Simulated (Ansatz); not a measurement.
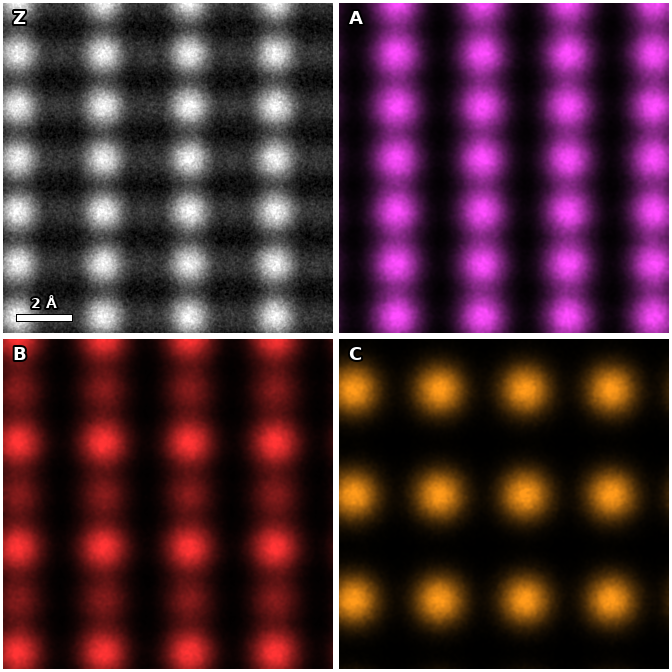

Cd3AgS4 (Pm-3m, No. 221) along [211]. Panel Z: Simulation: incoherent imaging, intensity Z^1.7 per atom, probe width 1.09 Å, thin sample. The probe carries 15 % of its weight in a tail 2.5 times as wide. The display is stretched by a gamma of 0.8; percentages refer to the linear signal. Shot noise was added. The other panels are simulated element maps (the number of atoms of one element along the beam, blurred by 1.4 Å, with counting noise; each on its own scale, no channelling). Structure used: the input geometry of an electronic-structure calculation (not necessarily at equilibrium); the starting structure was generated, so it need not be a known form of this composition.

```
CELL_PARAMETERS angstrom
5.44628 0.00000 0.00000
0.00000 5.44628 0.00000
0.00000 0.00000 5.44628
ATOMIC_POSITIONS crystal
Cd 0.50000 0.50000 0.00000
Cd 0.50000 0.00000 0.50000
Cd 0.00000 0.50000 0.50000
Ag 0.00000 0.00000 0.00000
S 0.50000 0.50000 0.50000
S 0.00000 0.00000 0.50000
S 0.00000 0.50000 0.00000
S 0.50000 0.00000 0.00000
```

Which element does each lettered map show?

A: S, B: Cd, C: Ag. The projected cell (3.14 × 3.85 Å, 90°) holds 4 columns: 2 of S, 1 of Cd and 1 of Cd + Ag. Columns shared by several elements: Cd + Ag.
